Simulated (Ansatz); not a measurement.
```xyz
25

C     0.9568   -1.9969    0.3500
C    -0.3568   -2.1741    1.0843
C    -1.1742   -3.3298    0.5446
O    -1.1110   -0.9908    0.9998
Hf   -1.9277    0.6815    0.6655
Cl   -2.5766    1.6449    2.7288
Cl   -3.7729    0.3428   -0.7787
O    -0.6877    1.8282   -0.1858
C     0.3949    2.4882   -0.7931
C     1.5119    2.6638    0.2154
C     0.8349    1.7190   -2.0220
H     1.5778   -2.8894    0.4530
H     1.5111   -1.1455    0.7505
H     0.7755   -1.8257   -0.7146
H    -0.1508   -2.3475    2.1485
H    -1.3989   -3.1738   -0.5136
H    -2.1167   -3.4197    1.0871
H    -0.6247   -4.2682    0.6477
H     0.0337    3.4776   -1.1014
H     1.8926    1.6890    0.5326
H     1.1542    3.2002    1.0960
H     2.3381    3.2291   -0.2216
H     1.6347    2.2514   -2.5417
H     1.2078    0.7315   -1.7373
H     0.0005    1.5901   -2.7138
```

Geometry: PBE0-D4/def2-TZVP; core potentials replace the inner electrons of Hf.

Theory: RKS PBE0-D4/def2-TZVPP (Ansatz).

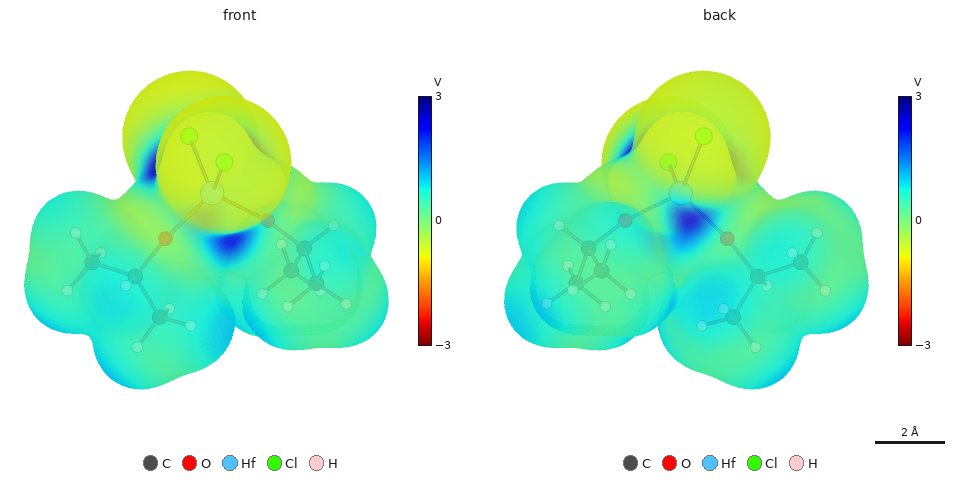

C6H14Cl2HfO2 (SMILES CC(C)[O][Hf]([Cl])([Cl])[O]C(C)C). The molecular electrostatic potential painted on the density surface at 0.002 e/bohr³, seen from the front and from behind; red is negative and blue positive.

Question: Where is the surface potential most negative and most positive?

Answer: The most negative region (about −0.8 V, or −18 kcal/mol for a unit charge) lies over Cl6 and Cl7, the most positive (about +2.3 V, or +53 kcal/mol for a unit charge) over Hf5.
